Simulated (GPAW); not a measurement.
BN: property calculation

- system: BN (boron nitride), multiplicity 3
- method: PBE/real-space grid, UKS, scalar-relativistic datasets (GPAW 26.7.0)

The geometry comes from this level: GFN2-xTB.

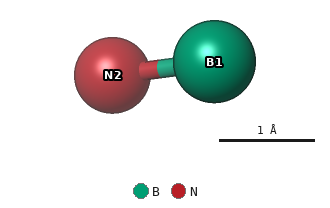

The structure (ball-and-stick view, seen at a tilt; atoms are numbered from 1 in the order of the input). Bond lengths as drawn: B–N 1.27 Å.

## The input (sp.py)
```python
import numpy as np
from ase.io.zmatrix import parse_zmatrix
from ase.units import Debye
from gpaw import GPAW

# Set up the molecule
zmat = """
B
N 1 r2
"""
values = dict(r2=1.26843)
atoms = parse_zmatrix(zmat, defs=values)
atoms.center(vacuum=4.5)
atoms.set_initial_magnetic_moments([1.0, 1.0])

# DFT calculator
dft = GPAW(mode='fd',
           h=0.18,
           xc='PBE',
           occupations={'name': 'fermi-dirac', 'width': 0.0, 'fixmagmom': True},
           maxiter=150,
           symmetry='off',
           txt='-')
atoms.calc = dft

energy = atoms.get_potential_energy()
print(f'Energy: {energy:.5f} eV')
forces = atoms.get_forces()
print('Forces (eV/Ang)')
for symbol, f in zip(atoms.symbols, forces):
    print(f'{symbol:2} {f[0]:9.4f} {f[1]:9.4f} {f[2]:9.4f}')
dipole = atoms.get_dipole_moment() / Debye
print(f'Dipole: {np.linalg.norm(dipole):.3f} D')
print('Moments:', atoms.get_magnetic_moments().round(3))
```

Run as:
```bash
python sp.py
```

## The program's output
```
__  _  _
 | _ |_)|_||  |
 |__||  | ||/\| - 26.7.0

units:  Angstrom and eV
cores:  1
OpenMP: False

Versions:
  Python: 3.12.14
  ASE:    3.29.0
  Numpy:  2.5.5
  Scipy:  1.18.1
  Libxc:  7.0.0

        _gpaw.cpython-312-aarch64-linux-gnu.so

Input parameters:
  mode=FD(),
  h=0.18,
  maxiter=150,
  occupations=Occupations(name='fermi-dirac', width=0.0, fixmagmom=True),
  symmetry=Symmetry(point_group=False, time_reversal=False),
  xc=XC(name='PBE')

Diagonalizing LCAO Hamiltonian
Converting LCAO to fd mode
       .------------------------.
      /|                        |
     / |                        |
    /  |                        |
   /   |                        |
  /    |                        |
 *     |                        |
 |     |                        |
 |     |                        |
 |     |       B  N             |
 |     |                        |
 |     .------------------------.
 |    /                        /
 |   /                        /
 |  /                        /
 | /                        /
 |/                        /
 *------------------------*

Atoms  # Å, Bohr magnetons
|   | symbol |        x |        y |        z |    initial magnetic moments |
|---|--------|----------|----------|----------|-----------------------------|
| 0 |      B | 4.500000 | 4.500000 | 4.500000 | ( 0.0000,  0.0000,  1.0000) |
| 1 |      N | 5.768430 | 4.500000 | 4.500000 | ( 0.0000,  0.0000,  1.0000) |

Unit cell  # Å
| periodic |         x |        y |        z |   lengths |    angles |
|----------|-----------|----------|----------|-----------|-----------|
|       no | 10.268430 | 0.000000 | 0.000000 | 10.268430 | 90.000000 |
|       no |  0.000000 | 9.000000 | 0.000000 |  9.000000 | 90.000000 |
|       no |  0.000000 | 0.000000 | 9.000000 |  9.000000 | 90.000000 |

Number of symmetries: 1
Symmetry operations  # r_c * U_cc + t_c -> r_c
|   | kind |            matrix            |
|---|------|------------------------------|
| 0 |  E   |  1, 0, 0,  0, 1, 0,  0, 0, 1 |

BZ-sampling:
  Number of BZ points: 1
  Number of IBZ points: 1

  Monkhorst-Pack size: [1, 1, 1]
  Monkhorst-Pack shift: [0, 0, 0]

K-points  # in reciprocal-cell coordinates
|   |                                coordinates |     weight |
|---|--------------------------------------------|------------|
| 0 | (  0.00000000,   0.00000000,   0.00000000) | 1.00000000 |

Uniform wave function grid shape: (np.int64(55), np.int64(51), np.int64(51))
Spin-components: 2 (collinear spins)
Bands:           8
Projectors:      10
Spin-degeneracy: 1
Datatype:        float64

  Storage: CPU
  Wave functions: 18_311_040 bytes (18_311_040 per core)

Parallelization:
  kpt:    1
  domain: 1
  band:   1

Density:
  Valence electrons: 8.0
  Components: 2
  Grid points: [56 52 52]
  Charge: 0.0  # |e|

Potential:
  Grid points: [56 52 52]

species:
  B:
    name:    Boron
    Z:       5.0
    valence: 3
    core:    2
    charge:  0.0  # [|e|]
    file:    B.PBE.gz
    compensation charges:
      type: gauss
      rc: 0.20  # [Å]
      lmax: 2
    cutoffs:
      filter: 1.14  # [Å]
      core: 1.38  # [Å]
    projectors
    | kind |    occ | energy [eV] | rcut [Å] |
    |------|--------|-------------|----------|
    |   2s |  2.000 |      -9.443 |    0.635 |
    |   2p |  1.000 |      -3.606 |    0.635 |
    |    s |        |      17.768 |    0.635 |
    |    p |        |      23.605 |    0.635 |
    |    d |        |       0.000 |    0.635 |

    Using partial waves for B as LCAO basis

  N:
    name:    Nitrogen
    Z:       7.0
    valence: 5
    core:    2
    charge:  0.0  # [|e|]
    file:    N.PBE.gz
    compensation charges:
      type: gauss
      rc: 0.18  # [Å]
      lmax: 2
    cutoffs:
      filter: 1.11  # [Å]
      core: 0.96  # [Å]
    projectors
    | kind |    occ | energy [eV] | rcut [Å] |
    |------|--------|-------------|----------|
    |   2s |  2.000 |     -18.583 |    0.603 |
    |   2p |  3.000 |      -7.089 |    0.529 |
    |    s |        |       8.629 |    0.603 |
    |    p |        |      20.123 |    0.529 |
    |    d |        |       0.000 |    0.577 |

    Using partial waves for N as LCAO basis

Reference energy: -2151.211071  # eV

eigensolver:
  PPCG
  Converge bands: occupied
  niter=2

density mixing:
  MSR1-Mixer
  Pratt-step length: 0.05
  Maximum mixing coefficient: 0.75
  Old densities: 10
  SVD Regularization: 0.005
  Good broyden scale: 1.0
  Trust region scale: 1.0
  Backstep threshold: 4.0
  History deletion threshold: 6.0
  Fourier metric: weight=20.0, sigma=0.015

occupation numbers:
  Fixed magnetic moment: 2.000
  # Zero width

FastPoissonSolver using
    Stencil: 6*3+1=19 point O(h^6) finite-difference Laplacian
    FFT axes: []
    FST axes: [np.int64(1), np.int64(2), np.int64(0)]

xc functional:
  name: PBE with 2 nearest neighbor stencil
interpolation: tri-quintic # 5. degree polynomial

Initialization done in: 1.322 s

convergence criteria:
- Maximum [total energy] change in last 3 cyles: 0.0005 eV / valence electron
- Maximum integral of absolute [dens]ity change: 0.0001 electrons / valence electron
- Maximum integral of absolute [eigenst]ate change: 4e-08 eV^2 / valence electron
maximum number of iterations: 150

SCF iterations
|iter     |     time |      energy | eigst |  dens |  magmom |
|---------|----------|-------------|-------|-------|---------|
|iter:   1| 00:00:02 |   -9.895127 | +1.29 |       |  +1.9853|
|iter:   2| 00:00:03 |   -9.597863 | -0.02 | -0.42 |  +1.9860|
|iter:   3| 00:00:04 |   -8.775152 | +0.36 | -0.45 |  +1.9947|
|iter:   4| 00:00:05 |   -8.828966 | -0.16 | -0.99 |  +1.9973|
|iter:   5| 00:00:06 |   -8.837010 | -0.83 | -1.14 |  +1.9994|
|iter:   6| 00:00:07 |   -8.841297 | -1.48 | -1.74 |  +1.9999|
|iter:   7| 00:00:08 |   -8.842080 | -2.21 | -2.20 |  +2.0001|
|iter:   8| 00:00:09 |   -8.842202c| -2.76 | -2.66 |  +2.0000|
|iter:   9| 00:00:10 |   -8.842225c| -3.41 | -2.97 |  +2.0000|
|iter:  10| 00:00:11 |   -8.842239c| -3.58 | -3.19 |  +2.0000|
|iter:  11| 00:00:12 |   -8.842258c| -3.81 | -3.06 |  +2.0000|
|iter:  12| 00:00:13 |   -8.842273c| -2.61 | -3.14 |  +2.0000|
|iter:  13| 00:00:14 |   -8.842354c| -2.26 | -2.59 |  +2.0000|
|iter:  14| 00:00:16 |   -8.842362c| -2.04 | -2.53 |  +2.0000|
|iter:  15| 00:00:17 |   -8.842412c| -3.14 | -2.95 |  +2.0000|
|iter:  16| 00:00:18 |   -8.842460c| -2.66 | -3.06 |  +2.0000|
|iter:  17| 00:00:19 |   -8.842359c| -2.40 | -2.79 |  +2.0000|
|iter:  18| 00:00:20 |   -8.842467c| -2.07 | -2.40 |  +2.0000|
|iter:  19| 00:00:21 |   -8.842432c| -2.22 | -3.25 |  +2.0000|
|iter:  20| 00:00:22 |   -8.842456c| -3.20 | -2.58 |  +2.0000|
|iter:  21| 00:00:23 |   -8.842499c| -3.87 | -2.60 |  +2.0000|
|iter:  22| 00:00:24 |   -8.842508c| -3.43 | -2.84 |  +2.0000|
|iter:  23| 00:00:25 |   -8.842518c| -3.00 | -2.94 |  +2.0000|
|iter:  24| 00:00:26 |   -8.842523c| -3.66 | -3.27 |  +2.0000|
|iter:  25| 00:00:27 |   -8.842524c| -4.19 | -3.55 |  +2.0000|
|iter:  26| 00:00:28 |   -8.842524c| -4.31 | -3.93 |  +2.0000|
|iter:  27| 00:00:29 |   -8.842524c| -5.54 | -4.59c|  +2.0000|
|iter:  28| 00:00:30 |   -8.842524c| -5.59 | -4.76c|  +2.0000|
|iter:  29| 00:00:31 |   -8.842524c| -6.51 | -4.99c|  +2.0000|
|iter:  30| 00:00:32 |   -8.842524c| -6.78 | -4.88c|  +2.0000|
|iter:  31| 00:00:33 |   -8.842524c| -6.35 | -5.17c|  +2.0000|
|iter:  32| 00:00:34 |   -8.842524c| -6.41 | -5.36c|  +2.0000|
|iter:  33| 00:00:35 |   -8.842524c| -6.18 | -5.45c|  +2.0000|
|iter:  34| 00:00:36 |   -8.842524c| -6.29 | -5.52c|  +2.0000|
|iter:  35| 00:00:37 |   -8.842524c| -7.42c| -5.86c|  +2.0000|

Converged in 35 steps
SCF loop duration: 35.442 s (1.013 s/step)
Energy contributions relative to reference atoms: (reference = -2151.211071)

Energy contributions:
  Kinetic:          14.968639
  Coulomb:         -13.512956
  Zero:              0.398150
  External:          0.000000
  Xc:              -10.696357
  Entropy:           0.000000
  Spinorbit:         0.000000
  ----------------------------
  Free energy:      -8.842524
  Extrapolated:     -8.842524

dipole moment: (-0.401322, -0.000000, -0.000000)  # |e|*Ang

Total magnetic moment: (0.000000, 0.000000, 2.000000)

Local magnetic moments
|        x |        y |        z |
|----------|----------|----------|
| 0.000000 | 0.000000 | 0.248061 |  # B    0
| 0.000000 | 0.000000 | 0.284472 |  # N    1

Fermi levels: -3.466, -7.288
Eigenvalues  # (at kpt = [0.000, 0.000, 0.000])
| band index |      eig [eV] | occ [0-1] |      eig [eV] | occ [0-1] |
|------------|---------------|-----------|---------------|-----------|
|          0 |       -21.353 |     1.000 |       -19.985 |     1.000 |
|          1 |        -9.715 |     1.000 |        -8.535 |     1.000 |
|          2 |        -9.341 |     1.000 |        -7.622 |     1.000 |
|          3 |        -8.119 |     1.000 |        -6.954 |     0.000 |
|          4 |        -7.686 |     1.000 |        -5.043 |     0.000 |
|          5 |        -1.889 |     0.000 |        -0.222 |     0.000 |
|          6 |        -1.239 |     0.000 |         0.232 |     0.000 |
|          7 |         0.636 |     0.000 |         1.136 |     0.000 |

Gap: 3.154 eV
Transition (v -> c):
  (s=1, k=0, n=4, [0.00, 0.00, 0.00]) -> (s=0, k=0, n=5, [0.00, 0.00, 0.00])
No difference between direct/indirect transitions
vacuum-level: 0.000  # V
Energy: -8.84252 eV

Forces  # eV/Ang
|        x |        y |        z |
|----------|----------|----------|
| -3.98608 |  0.00000 | -0.00000 |  # B    0
|  3.95475 | -0.00000 | -0.00000 |  # N    1

Force computation time: 0.027  # s
Forces (eV/Ang)
B    -3.9861    0.0000   -0.0000
N     3.9548   -0.0000   -0.0000
Dipole: 1.928 D
Moments: [0.248 0.284]
```

## Summary

```csv
quantity,value
outcome,converged
energy relative to the program's reference atoms,−8.8425 eV
largest force,3.986 eV/Å
dipole moment,1.93 D
hardware,"1 thread of Arm Neoverse V1, 24 GiB of memory available, shared host"
wall time,37 s
peak memory,0.53 GiB
```
